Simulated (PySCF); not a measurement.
**C₂H₃NOSi: NMR shifts at several levels of theory**

Aim: compute the NMR shifts of C₂H₃NOSi (`N#C[SiH2]C=O`) at several levels, and see how far they spread and what each costs.

The runs use PySCF 2.14.0, with density-fitted response routines of our own; the level of theory stands in each step. All values are computed, except where a source is named. Atoms are numbered from 0 throughout.

**1. Starting geometry**

8 atoms, charge 0, multiplicity 1; geometry from: PBE0-D3(BJ)/def2-SVP.

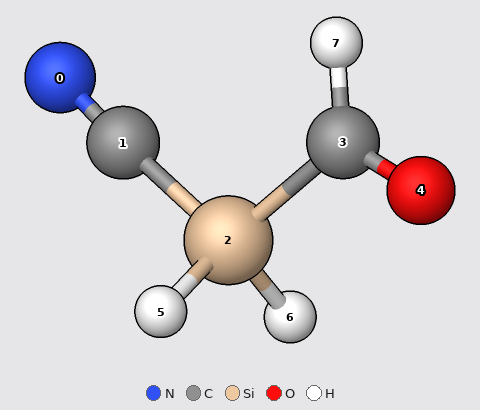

As it starts; nitrogen blue, carbon grey, silicon light orange, oxygen red, hydrogen white, atoms numbered; sticks join atoms by distance.

**2. NMR shieldings: PBE0/pcSseg-2**

Job settings and geometry (Å):

```
{"job": {"kind": "nmr", "xc": "PBE0", "basis": "pcSseg-2", "pop": false}, "charge": 0, "multiplicity": 1}
N      2.375638     1.178323    -1.135466
C      1.600566     0.464109    -0.651139
Si     0.295782    -0.608365     0.120595
C     -1.345410     0.405509     0.255409
O     -2.299019    -0.116744     0.770586
H      0.078838    -1.792877    -0.750853
H      0.749045    -1.004270     1.479376
H     -1.400759     1.455249    -0.141039
```

Method: GIAO PBE0/pcSseg-2 NMR shielding, non-relativistic, gas phase.

Command:

```console
$ OMP_NUM_THREADS=1 python probes_run.py task.json out
```

This one command runs all jobs of the session in turn.

Standard output:

```text
coarse grid: 7808 points
cycle   1  E = -497.0375232004  dE =  4.955e-01  |g| = 7.978e-01  |ddm| = 2.150e+00
cycle   2  E = -496.3763645374  dE =  6.612e-01  |g| = 1.953e+00  |ddm| = 2.041e+00
cycle   3  E = -497.1690988389  dE = -7.927e-01  |g| = 8.700e-02  |ddm| = 1.688e+00
cycle   4  E = -497.1694308668  dE = -3.320e-04  |g| = 8.168e-02  |ddm| = 9.287e-02
cycle   5  E = -497.1705718055  dE = -1.141e-03  |g| = 3.967e-02  |ddm| = 4.659e-02
cycle   6  E = -497.1708957752  dE = -3.240e-04  |g| = 5.019e-03  |ddm| = 2.203e-02
cycle   7  E = -497.1709013743  dE = -5.599e-06  |g| = 1.176e-03  |ddm| = 4.238e-03
final grid: 72664 points
cycle   8  E = -497.1758840281  dE = -2.280e-05  |g| = 1.002e-02  |ddm| = 2.570e-02
cycle   9  E = -497.1758219658  dE =  6.206e-05  |g| = 2.087e-02  |ddm| = 1.541e-02
cycle  10  E = -497.1759023759  dE = -8.041e-05  |g| = 1.160e-03  |ddm| = 1.118e-02
cycle  11  E = -497.1759026770  dE = -3.011e-07  |g| = 2.589e-04  |ddm| = 9.617e-04
cycle  12  E = -497.1759026770  dE =  3.126e-11  |g| = 2.598e-04  |ddm| = 2.240e-04
cycle  13  E = -497.1759026915  dE = -1.453e-08  |g| = 2.879e-05  |ddm| = 1.160e-04
cycle  14  E = -497.1759026916  dE = -1.594e-10  |g| = 3.715e-06  |ddm| = 2.366e-05
converged SCF energy = -497.1759026916

GIAO shielding tensors (ppm)
atom      isotropic    diamagn.    paramagn.     s11        s22        s33       span
  0 N     -113.211     330.968    -444.179   -320.384   -320.261    301.012    621.396
  1 C       57.818     265.290    -207.472    -56.566    -55.620    285.641    342.208
  2 Si     445.009     878.135    -433.126    424.939    444.754    465.335     40.396
  3 C      -60.451     250.389    -310.840   -167.225   -100.184     86.057    253.282
  4 O     -607.392     390.194    -997.585  -1661.168   -568.554    407.547   2068.715
  5 H       27.101      28.457      -1.356     24.094     26.102     31.107      7.013
  6 H       27.119      28.505      -1.386     24.092     26.109     31.157      7.066
  7 H       19.096      28.169      -9.073     13.634     20.130     23.525      9.892
```

It took 16 s on 1 thread of Arm Neoverse V2, shared host; peak memory 0.93 GiB.

The references, computed at this level on geometries of the same kind, shield at (ppm): ¹H TMS 31.25, ¹³C TMS 184.1, ²⁹Si TMS 341.3, ¹⁵N NH3 261.7, ¹⁷O H2O 328.2. Their shielding less the atom's gives the shift. The references are single molecules in the gas phase, so shifts against H2O, NH3, PH3, H3PO4 or CFCl3 are not on the usual liquid scales and can be off by tens of ppm. Atoms listed in one row are averaged.

```csv
atoms,environment,σ (ppm),δ (ppm)
C3,carbonyl carbon,-60.5,244.6
C1,nitrile carbon,57.8,126.3
H7,hydrogen on a carbonyl carbon,19.10,12.15
"H5, H6",hydrogen on a silicon bonded to 2 C,27.11,4.13
N0,nitrile nitrogen,-113.2,374.9
Si2,"silicon bonded to 2 C, 2 H",445.0,-103.7
O4,carbonyl oxygen,-607.4,935.5
```

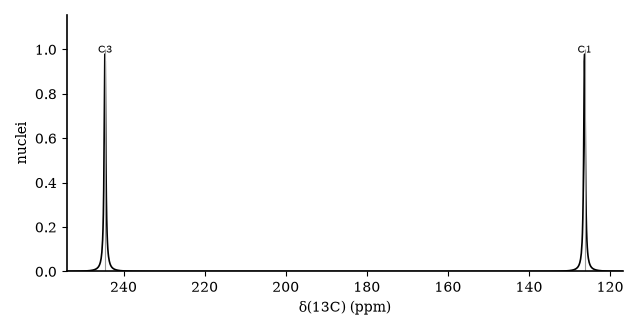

¹³C lines at the computed shifts, without couplings. Lines are broadened to a width of 0.47 ppm (Lorentzian).

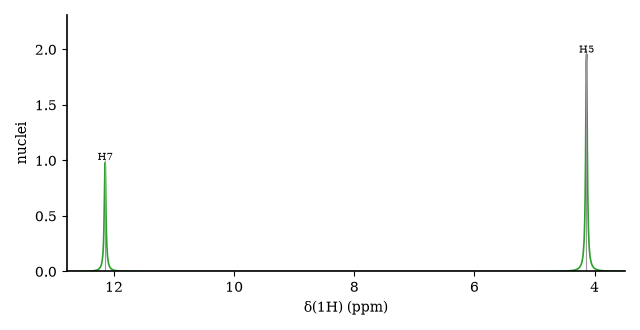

¹H lines at the computed shifts, without couplings. Lines are broadened to a width of 0.03 ppm (Lorentzian).

**3. NMR shieldings: mPW1PW91/pcSseg-2**

Same as in step 2 but for these lines:

```diff
@@ -1,2 +1,2 @@
-{"job": {"kind": "nmr", "xc": "PBE0", "basis": "pcSseg-2", "pop": false}, "charge": 0, "multiplicity": 1}
+{"job": {"kind": "nmr", "xc": "mPW1PW91", "basis": "pcSseg-2", "pop": false}, "charge": 0, "multiplicity": 1}
 N      2.375638     1.178323    -1.135466
```

Method: GIAO mPW1PW91/pcSseg-2 NMR shielding, non-relativistic, gas phase.

Standard output:

```text
coarse grid: 7808 points
cycle   1  E = -497.3448739604  dE =  4.996e-01  |g| = 8.181e-01  |ddm| = 2.144e+00
cycle   2  E = -496.6488825039  dE =  6.960e-01  |g| = 1.999e+00  |ddm| = 2.118e+00
cycle   3  E = -497.4826250039  dE = -8.337e-01  |g| = 8.867e-02  |ddm| = 1.767e+00
cycle   4  E = -497.4830205387  dE = -3.955e-04  |g| = 8.272e-02  |ddm| = 9.779e-02
cycle   5  E = -497.4841883050  dE = -1.168e-03  |g| = 4.074e-02  |ddm| = 4.755e-02
cycle   6  E = -497.4845295550  dE = -3.412e-04  |g| = 5.303e-03  |ddm| = 2.280e-02
cycle   7  E = -497.4845358774  dE = -6.322e-06  |g| = 1.206e-03  |ddm| = 4.525e-03
final grid: 72664 points
cycle   8  E = -497.4894796683  dE = -2.324e-05  |g| = 6.842e-03  |ddm| = 2.616e-02
cycle   9  E = -497.4894509302  dE =  2.874e-05  |g| = 1.424e-02  |ddm| = 1.034e-02
cycle  10  E = -497.4894882660  dE = -3.734e-05  |g| = 8.064e-04  |ddm| = 7.588e-03
cycle  11  E = -497.4894884098  dE = -1.438e-07  |g| = 2.166e-04  |ddm| = 6.918e-04
cycle  12  E = -497.4894884084  dE =  1.380e-09  |g| = 2.319e-04  |ddm| = 1.931e-04
cycle  13  E = -497.4894884200  dE = -1.162e-08  |g| = 1.910e-05  |ddm| = 1.003e-04
cycle  14  E = -497.4894884201  dE = -7.378e-11  |g| = 2.321e-06  |ddm| = 1.835e-05
converged SCF energy = -497.4894884201

GIAO shielding tensors (ppm)
atom      isotropic    diamagn.    paramagn.     s11        s22        s33       span
  0 N     -114.186     330.960    -445.146   -321.907   -321.792    301.142    623.048
  1 C       57.270     265.176    -207.906    -57.390    -56.528    285.729    343.119
  2 Si     443.140     878.306    -435.165    423.194    443.210    463.017     39.823
  3 C      -60.558     250.522    -311.080   -167.076   -100.389     85.792    252.868
  4 O     -605.092     390.256    -995.348  -1652.397   -570.679    407.800   2060.198
  5 H       27.167      28.548      -1.382     24.169     26.172     31.159      6.990
  6 H       27.184      28.597      -1.413     24.166     26.178     31.208      7.042
  7 H       19.197      28.174      -8.977     13.774     20.227     23.589      9.815
```

It took 17 s on 1 thread of Arm Neoverse V2, shared host; peak memory 0.99 GiB.

In short: δ C3 244.1, C1 126.3, N0 374.7, Si2 -103.1, H7 12.10, H5 4.12 ppm (means over like atoms).

**4. Shielding tensors: WP04/pcSseg-2**

Same as in step 3 but for these lines:

```diff
@@ -1,2 +1,2 @@
-{"job": {"kind": "nmr", "xc": "mPW1PW91", "basis": "pcSseg-2", "pop": false}, "charge": 0, "multiplicity": 1}
+{"job": {"kind": "nmr", "xc": "WP04", "basis": "pcSseg-2", "pop": false}, "charge": 0, "multiplicity": 1}
 N      2.375638     1.178323    -1.135466
```

Level: GIAO WP04/pcSseg-2 NMR shielding, non-relativistic, gas phase.

Standard output:

```text
coarse grid: 7808 points
cycle   1  E = -504.9548673848  dE =  5.464e-01  |g| = 1.148e+00  |ddm| = 2.144e+00
cycle   2  E = -502.9750188648  dE =  1.980e+00  |g| = 3.092e+00  |ddm| = 3.807e+00
cycle   3  E = -505.1936492599  dE = -2.219e+00  |g| = 2.372e-01  |ddm| = 3.544e+00
cycle   4  E = -505.2047332827  dE = -1.108e-02  |g| = 1.324e-01  |ddm| = 2.871e-01
cycle   5  E = -505.2079449474  dE = -3.212e-03  |g| = 7.326e-02  |ddm| = 1.039e-01
cycle   6  E = -505.2089359967  dE = -9.910e-04  |g| = 2.292e-02  |ddm| = 3.938e-02
cycle   7  E = -505.2090552402  dE = -1.192e-04  |g| = 4.819e-03  |ddm| = 1.455e-02
cycle   8  E = -505.2090595533  dE = -4.313e-06  |g| = 8.948e-04  |ddm| = 3.213e-03
final grid: 72664 points
cycle   9  E = -505.2194424657  dE = -4.217e-05  |g| = 5.950e-03  |ddm| = 3.173e-02
cycle  10  E = -505.2194137176  dE =  2.875e-05  |g| = 1.367e-02  |ddm| = 9.231e-03
cycle  11  E = -505.2194486676  dE = -3.495e-05  |g| = 1.612e-03  |ddm| = 6.881e-03
cycle  12  E = -505.2194491112  dE = -4.436e-07  |g| = 6.366e-04  |ddm| = 1.232e-03
cycle  13  E = -505.2194491701  dE = -5.886e-08  |g| = 3.634e-04  |ddm| = 4.005e-04
cycle  14  E = -505.2194491989  dE = -2.880e-08  |g| = 4.670e-05  |ddm| = 1.729e-04
cycle  15  E = -505.2194491993  dE = -4.171e-10  |g| = 7.592e-06  |ddm| = 3.696e-05
converged SCF energy = -505.2194491993

GIAO shielding tensors (ppm)
atom      isotropic    diamagn.    paramagn.     s11        s22        s33       span
  0 N     -114.409     328.091    -442.500   -323.967   -323.239    303.979    627.946
  1 C       49.261     264.893    -215.632    -69.071    -68.520    285.375    354.446
  2 Si     426.247     879.953    -453.707    408.700    431.393    438.646     29.946
  3 C      -69.431     251.649    -321.080   -177.921   -106.815     76.443    254.363
  4 O     -540.120     390.807    -930.927  -1461.093   -555.361    396.096   1857.189
  5 H       27.928      29.167      -1.239     25.071     26.944     31.768      6.697
  6 H       27.943      29.211      -1.268     25.068     26.949     31.811      6.743
  7 H       20.169      28.641      -8.472     15.232     21.134     24.142      8.909
```

It took 17 s on 1 thread of Arm Neoverse V2, shared host; peak memory 0.99 GiB.

Key values: δ C3 241.5, C1 122.8, N0 359.1, Si2 -98.3, H7 11.44, H5 3.68 ppm (means over like atoms).

**5. Shielding tensors: B97-2/pcSseg-2**

Same as in step 4 but for these lines:

```diff
@@ -1,2 +1,2 @@
-{"job": {"kind": "nmr", "xc": "WP04", "basis": "pcSseg-2", "pop": false}, "charge": 0, "multiplicity": 1}
+{"job": {"kind": "nmr", "xc": "B97-2", "basis": "pcSseg-2", "pop": false}, "charge": 0, "multiplicity": 1}
 N      2.375638     1.178323    -1.135466
```

Level: GIAO B97-2/pcSseg-2 NMR shielding, non-relativistic, gas phase.

Standard output:

```text
coarse grid: 7808 points
cycle   1  E = -497.3257825719  dE =  4.961e-01  |g| = 8.273e-01  |ddm| = 2.153e+00
cycle   2  E = -496.5322074079  dE =  7.936e-01  |g| = 2.093e+00  |ddm| = 2.308e+00
cycle   3  E = -497.4665982862  dE = -9.344e-01  |g| = 9.641e-02  |ddm| = 1.961e+00
cycle   4  E = -497.4670427483  dE = -4.445e-04  |g| = 9.140e-02  |ddm| = 1.102e-01
cycle   5  E = -497.4684799278  dE = -1.437e-03  |g| = 4.569e-02  |ddm| = 5.315e-02
cycle   6  E = -497.4689186895  dE = -4.388e-04  |g| = 5.740e-03  |ddm| = 2.568e-02
cycle   7  E = -497.4689263813  dE = -7.692e-06  |g| = 1.155e-03  |ddm| = 4.891e-03
final grid: 72664 points
cycle   8  E = -497.4733421359  dE = -4.672e-05  |g| = 5.381e-03  |ddm| = 3.498e-02
cycle   9  E = -497.4733270237  dE =  1.511e-05  |g| = 1.021e-02  |ddm| = 7.887e-03
cycle  10  E = -497.4733459064  dE = -1.888e-05  |g| = 1.353e-03  |ddm| = 6.093e-03
cycle  11  E = -497.4733461562  dE = -2.498e-07  |g| = 6.904e-04  |ddm| = 8.152e-04
cycle  12  E = -497.4733462589  dE = -1.027e-07  |g| = 1.130e-04  |ddm| = 3.412e-04
cycle  13  E = -497.4733462613  dE = -2.438e-09  |g| = 3.930e-05  |ddm| = 8.007e-05
cycle  14  E = -497.4733462617  dE = -3.834e-10  |g| = 3.507e-06  |ddm| = 3.621e-05
converged SCF energy = -497.4733462617

GIAO shielding tensors (ppm)
atom      isotropic    diamagn.    paramagn.     s11        s22        s33       span
  0 N     -105.348     331.365    -436.713   -309.034   -308.886    301.877    610.911
  1 C       60.129     265.612    -205.483    -52.809    -51.975    285.171    337.980
  2 Si     449.722     878.389    -428.667    430.411    450.274    468.480     38.069
  3 C      -54.977     250.811    -305.787   -157.886    -93.088     86.043    243.929
  4 O     -572.082     390.588    -962.669  -1572.246   -548.344    404.345   1976.590
  5 H       27.290      28.713      -1.423     24.323     26.296     31.251      6.927
  6 H       27.308      28.763      -1.455     24.321     26.304     31.300      6.979
  7 H       19.334      28.235      -8.901     14.100     20.301     23.599      9.499
```

Wall time 17 s (1 thread of Arm Neoverse V2, shared host); peak memory 0.99 GiB.

In short: δ C3 238.4, C1 123.3, N0 364.9, Si2 -102.1, H7 12.03, H5 4.06 ppm (means over like atoms).

**6. Nuclear shieldings: BHandHLYP/pcSseg-2**

Same as in step 5 but for these lines:

```diff
@@ -1,2 +1,2 @@
-{"job": {"kind": "nmr", "xc": "B97-2", "basis": "pcSseg-2", "pop": false}, "charge": 0, "multiplicity": 1}
+{"job": {"kind": "nmr", "xc": "BHandHLYP", "basis": "pcSseg-2", "pop": false}, "charge": 0, "multiplicity": 1}
 N      2.375638     1.178323    -1.135466
```

Level: GIAO BHandHLYP/pcSseg-2 NMR shielding, non-relativistic, gas phase.

Standard output:

```text
coarse grid: 7808 points
cycle   1  E = -497.2630903477  dE =  5.137e-01  |g| = 8.205e-01  |ddm| = 2.117e+00
cycle   2  E = -496.9734230292  dE =  2.897e-01  |g| = 1.495e+00  |ddm| = 1.334e+00
cycle   3  E = -497.4146853224  dE = -4.413e-01  |g| = 5.394e-02  |ddm| = 9.660e-01
cycle   4  E = -497.4150778205  dE = -3.925e-04  |g| = 5.094e-02  |ddm| = 6.517e-02
cycle   5  E = -497.4155579330  dE = -4.801e-04  |g| = 2.049e-02  |ddm| = 3.062e-02
cycle   6  E = -497.4156448684  dE = -8.694e-05  |g| = 4.127e-03  |ddm| = 1.424e-02
cycle   7  E = -497.4156503045  dE = -5.436e-06  |g| = 1.305e-03  |ddm| = 4.762e-03
final grid: 72664 points
cycle   8  E = -497.4217886979  dE = -1.053e-05  |g| = 2.076e-03  |ddm| = 1.225e-02
cycle   9  E = -497.4217880927  dE =  6.053e-07  |g| = 2.885e-03  |ddm| = 2.319e-03
cycle  10  E = -497.4217895803  dE = -1.488e-06  |g| = 3.480e-04  |ddm| = 1.573e-03
cycle  11  E = -497.4217896036  dE = -2.330e-08  |g| = 1.711e-04  |ddm| = 2.691e-04
cycle  12  E = -497.4217896085  dE = -4.882e-09  |g| = 1.049e-04  |ddm| = 1.417e-04
cycle  13  E = -497.4217896108  dE = -2.388e-09  |g| = 1.846e-05  |ddm| = 7.211e-05
cycle  14  E = -497.4217896110  dE = -1.239e-10  |g| = 6.042e-06  |ddm| = 3.334e-05
converged SCF energy = -497.4217896110

GIAO shielding tensors (ppm)
atom      isotropic    diamagn.    paramagn.     s11        s22        s33       span
  0 N     -117.977     329.283    -447.260   -329.508   -326.651    302.228    631.736
  1 C       55.329     266.141    -210.812    -61.625    -60.468    288.080    349.705
  2 Si     444.217     876.610    -432.393    427.522    443.173    461.956     34.434
  3 C      -58.644     250.187    -308.831   -168.686    -99.751     92.505    261.191
  4 O     -612.546     390.315   -1002.862  -1662.862   -592.857    418.080   2080.943
  5 H       27.426      28.408      -0.983     24.368     26.427     31.483      7.116
  6 H       27.437      28.452      -1.015     24.361     26.426     31.523      7.162
  7 H       19.702      28.496      -8.794     14.466     20.675     23.963      9.498
```

It took 17 s on 1 thread of Arm Neoverse V2, shared host; peak memory 0.99 GiB.

In short: δ C3 242.9, C1 128.9, N0 377.8, Si2 -98.5, H7 11.75, H5 4.02 ppm (means over like atoms).

**7. Nuclear shieldings: CAM-B3LYP/pcSseg-2**

Same as in step 6 but for these lines:

```diff
@@ -1,2 +1,2 @@
-{"job": {"kind": "nmr", "xc": "BHandHLYP", "basis": "pcSseg-2", "pop": false}, "charge": 0, "multiplicity": 1}
+{"job": {"kind": "nmr", "xc": "CAM-B3LYP", "basis": "pcSseg-2", "pop": false}, "charge": 0, "multiplicity": 1}
 N      2.375638     1.178323    -1.135466
```

Level: GIAO CAM-B3LYP/pcSseg-2 NMR shielding, non-relativistic, gas phase.

Standard output:

```text
coarse grid: 7808 points
cycle   1  E = -497.2815595941  dE =  4.965e-01  |g| = 8.891e-01  |ddm| = 2.124e+00
cycle   2  E = -496.8608554246  dE =  4.207e-01  |g| = 1.750e+00  |ddm| = 1.573e+00
cycle   3  E = -497.4514943991  dE = -5.906e-01  |g| = 5.751e-02  |ddm| = 1.157e+00
cycle   4  E = -497.4520652336  dE = -5.708e-04  |g| = 4.084e-02  |ddm| = 6.680e-02
cycle   5  E = -497.4523373324  dE = -2.721e-04  |g| = 2.092e-02  |ddm| = 2.879e-02
cycle   6  E = -497.4524199163  dE = -8.258e-05  |g| = 5.379e-03  |ddm| = 1.246e-02
cycle   7  E = -497.4524277654  dE = -7.849e-06  |g| = 1.174e-03  |ddm| = 5.407e-03
final grid: 72664 points
cycle   8  E = -497.4611824414  dE = -1.743e-05  |g| = 2.396e-03  |ddm| = 1.595e-02
cycle   9  E = -497.4611816083  dE =  8.331e-07  |g| = 3.302e-03  |ddm| = 2.596e-03
cycle  10  E = -497.4611834701  dE = -1.862e-06  |g| = 5.184e-04  |ddm| = 1.771e-03
cycle  11  E = -497.4611835169  dE = -4.681e-08  |g| = 1.202e-04  |ddm| = 3.150e-04
cycle  12  E = -497.4611835188  dE = -1.908e-09  |g| = 9.175e-05  |ddm| = 1.493e-04
cycle  13  E = -497.4611835206  dE = -1.731e-09  |g| = 2.178e-05  |ddm| = 4.968e-05
cycle  14  E = -497.4611835207  dE = -1.285e-10  |g| = 5.236e-06  |ddm| = 2.780e-05
converged SCF energy = -497.4611835207

GIAO shielding tensors (ppm)
atom      isotropic    diamagn.    paramagn.     s11        s22        s33       span
  0 N     -112.813     329.431    -442.244   -321.697   -319.683    302.942    624.639
  1 C       54.389     264.794    -210.405    -62.413    -61.178    286.759    349.172
  2 Si     432.588     877.247    -444.660    413.260    431.340    453.164     39.904
  3 C      -66.537     249.743    -316.280   -179.895   -106.050     86.335    266.230
  4 O     -613.628     389.780   -1003.408  -1680.484   -572.738    412.339   2092.823
  5 H       27.266      28.302      -1.035     24.253     26.284     31.261      7.008
  6 H       27.281      28.343      -1.062     24.249     26.286     31.307      7.058
  7 H       19.359      28.478      -9.118     13.940     20.293     23.845      9.905
```

It took 24 s on 1 thread of Arm Neoverse V2, shared host; peak memory 1.1 GiB.

This run: δ C3 249.1, C1 128.2, N0 374.6, Si2 -103.6, H7 11.98, H5 4.06 ppm (means over like atoms).

**8. NMR shieldings: wB97X-D/pcSseg-2**

Same as in step 7 but for these lines:

```diff
@@ -1,2 +1,2 @@
-{"job": {"kind": "nmr", "xc": "CAM-B3LYP", "basis": "pcSseg-2", "pop": false}, "charge": 0, "multiplicity": 1}
+{"job": {"kind": "nmr", "xc": "wB97X-D", "basis": "pcSseg-2", "pop": false}, "charge": 0, "multiplicity": 1}
 N      2.375638     1.178323    -1.135466
```

With the program's defaults for keys left out, this is: GIAO wB97X-D/pcSseg-2 NMR shielding, non-relativistic, gas phase.

Standard output:

```text
coarse grid: 7808 points
cycle   1  E = -497.2688409933  dE =  4.982e-01  |g| = 9.160e-01  |ddm| = 2.125e+00
cycle   2  E = -496.9427970023  dE =  3.260e-01  |g| = 1.635e+00  |ddm| = 1.385e+00
cycle   3  E = -497.4528114365  dE = -5.100e-01  |g| = 5.493e-02  |ddm| = 9.596e-01
cycle   4  E = -497.4535640969  dE = -7.527e-04  |g| = 3.071e-02  |ddm| = 6.724e-02
cycle   5  E = -497.4537573929  dE = -1.933e-04  |g| = 1.313e-02  |ddm| = 2.838e-02
cycle   6  E = -497.4537892729  dE = -3.188e-05  |g| = 6.826e-03  |ddm| = 1.097e-02
cycle   7  E = -497.4538014903  dE = -1.222e-05  |g| = 1.191e-03  |ddm| = 6.011e-03
cycle   8  E = -497.4538022184  dE = -7.280e-07  |g| = 2.797e-04  |ddm| = 2.760e-03
final grid: 72664 points
cycle   9  E = -497.4616151020  dE = -1.142e-04  |g| = 5.073e-03  |ddm| = 4.243e-02
cycle  10  E = -497.4616109791  dE =  4.123e-06  |g| = 6.853e-03  |ddm| = 6.650e-03
cycle  11  E = -497.4616199702  dE = -8.991e-06  |g| = 1.088e-03  |ddm| = 3.243e-03
cycle  12  E = -497.4616202122  dE = -2.421e-07  |g| = 2.655e-04  |ddm| = 7.784e-04
cycle  13  E = -497.4616202283  dE = -1.610e-08  |g| = 1.011e-04  |ddm| = 2.959e-04
cycle  14  E = -497.4616202304  dE = -2.045e-09  |g| = 4.969e-05  |ddm| = 6.112e-05
cycle  15  E = -497.4616202310  dE = -6.625e-10  |g| = 7.934e-06  |ddm| = 6.182e-05
converged SCF energy = -497.4616202310

GIAO shielding tensors (ppm)
atom      isotropic    diamagn.    paramagn.     s11        s22        s33       span
  0 N     -113.417     330.068    -443.485   -322.362   -320.971    303.080    625.442
  1 C       56.844     265.273    -208.428    -58.596    -57.587    286.716    345.313
  2 Si     441.551     877.736    -436.184    422.481    440.494    461.679     39.198
  3 C      -61.238     250.767    -312.005   -171.127   -101.927     89.338    260.465
  4 O     -612.667     390.119   -1002.787  -1679.285   -574.155    415.437   2094.721
  5 H       27.250      28.392      -1.142     24.225     26.258     31.266      7.041
  6 H       27.265      28.437      -1.172     24.219     26.262     31.314      7.095
  7 H       19.347      28.239      -8.892     13.870     20.388     23.784      9.914
```

It took 23 s on 1 thread of Arm Neoverse V2, shared host; peak memory 1 GiB.

Key values: δ C3 245.7, C1 127.6, N0 373.5, Si2 -100.8, H7 12.01, H5 4.10 ppm (means over like atoms).

(Part 1 of 2 ends here.)
